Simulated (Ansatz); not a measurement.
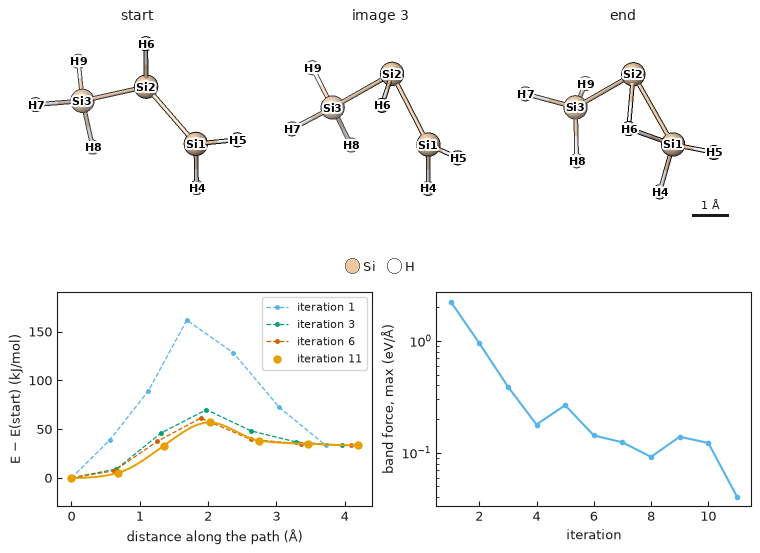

A nudged-elastic-band calculation for Si3H6. Images are numbered from 0 (start) to 6 (end). The plot follows the band through its iterations. The picture is a ball-and-stick view, seen at a tilt.

Computed with Ansatz, RKS PBE0-D4/def2-SVP. Run with 5 movable images; climbing image; force threshold 0.05 eV/Å; iteration limit 60; starting path through a guess of the saddle point.

How did the profile develop, and is the result final?

The result is final at these settings. The band converged in 11 iterations. The largest component of the band force went from 2.3 to 0.041 eV/Å. The climbing image converged on the top of the path. Its vibrational analysis gives one imaginary mode (570i cm⁻¹), as a transition state must have. The first iteration put the highest image at 161.8 kJ/mol. Forward barrier 56.9 kJ/mol, backward barrier 23.5 kJ/mol, with image 3 at the top; the reaction energy is +33.5 kJ/mol.

The run took 89 s on 2 threads of Arm Neoverse V1 (shared host), peak memory 0.17 GiB.
